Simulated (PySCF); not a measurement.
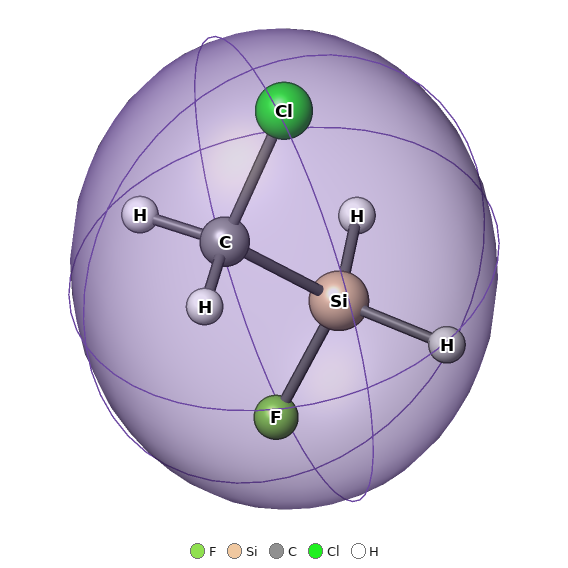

The ellipsoid shows the static dipole polarisability: its half-axes are proportional to the principal values. The geometry was computed by an optimisation with GFN2-xTB. No frequency run is at hand to confirm it as a minimum. Method: B3LYP/def2-SVPD (PySCF 2.14.0).

Question. How large and how anisotropic is the polarisability?

Answer. Principal values 46.5, 49.5, 61.4 bohr³; mean 52.5 bohr³ (7.78 Å³); anisotropy 13.7 bohr³, so the longest axis is 1.32 times the shortest.

The geometry is semi-empirical. Around Si such bond lengths and angles can be off by a tenth of an ångström or more and by several degrees, and values that hang on the shape move with them.
